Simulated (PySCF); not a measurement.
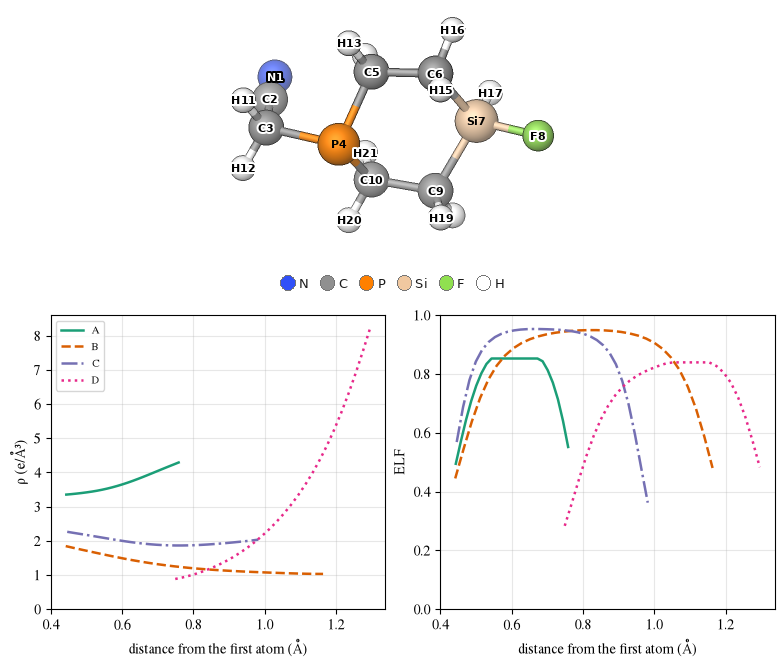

The picture shows: C6H11FNPSi (SMILES N#CCP1CC[SiH](F)CC1). Electron density and electron localisation function along straight lines between neighbouring atoms. The curves leave out the atomic cores. The structure is drawn too.

Geometry: GFN2-xTB.

The calculation used PySCF, PBE0/pcSseg-1, SCF density, gas phase, non-relativistic.

```xyz
21

N     2.8654   -0.0106   -1.8467
C     2.7420    0.1289   -0.7170
C     2.5356    0.2968    0.6859
P     0.7136    0.2171    1.1708
C     0.2768   -1.3693    0.3009
C    -1.2311   -1.6106    0.3422
Si   -2.1741   -0.2543   -0.5894
F    -3.7285   -0.3258   -0.1408
C    -1.4792    1.4319   -0.0672
C     0.0488    1.4285   -0.0764
H     3.0595   -0.4908    1.2354
H     2.9255    1.2677    1.0058
H     0.8041   -2.1770    0.8203
H     0.6362   -1.3384   -0.7320
H    -1.5593   -1.6403    1.3846
H    -1.4496   -2.5939   -0.0790
H    -2.1863   -0.4492   -2.0343
H    -1.8392    2.2234   -0.7274
H    -1.8309    1.6836    0.9368
H     0.4332    2.4166    0.1999
H     0.4286    1.1831   -1.0728
```

Question: Which curve belongs to which contact (C–C, C–N, C–P and Si–F)? The first atom named is at distance zero.

Answer: Curve A: C–N (1.14 Å): ρ is about 3.6 e/Å³ halfway; the ELF peaks at about 0.85 between the atoms; a multiple bond. Curve B: C–P (1.86 Å): the density is about 1.1 e/Å³ at the midpoint; the ELF peaks at about 0.95 between the atoms (localised, covalent bonding). Curve C: C–C (1.43 Å): the density is about 1.9 e/Å³ at the midpoint; the ELF peaks at about 0.95 between the atoms, as expected for localised, covalent bonding. Curve D: Si–F (1.62 Å): ρ at the midpoint is about 1 e/Å³; the ELF peaks at about 0.85 in the valence shell of F, 0.6 Å from its nucleus, and is about 0.50 at the midpoint.
